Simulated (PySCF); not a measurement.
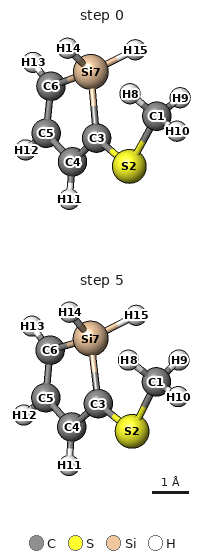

The structure of C5H8SSi before (top) and after (bottom) a relaxation, at one scale.

A ball-and-stick model, seen from a free direction.

The start comes from GFN2-xTB. Its atoms were then displaced at random by about 0.01 Å.

These are results of PySCF, PBE0-D3(BJ)/def2-SVP geometry optimisation, gas phase, not measurements. 

### What changed between the two?

Over 5 geometry steps the energy falls by 0.317 eV. H9 moves most after the best rigid fit: 0.11 Å. By element the largest moves are H 0.11 Å, S 0.08 Å, Si 0.07 Å, C 0.06 Å. Some distances before and after: C3–C4 1.302 → 1.360 Å, C1–S2 1.848 → 1.803 Å, Si7–H14 1.453 → 1.496 Å, C1–H10 1.065 → 1.099 Å. Bond angles that change, for instance: C3–Si7–C6 87.7° → 92.8°, C4–C3–Si7 111.0° → 106.1°, H14–Si7–H15 112.4° → 108.0°. Cost: 29 s on 1 thread of AMD EPYC 9R45 96-Core Processor (shared host).
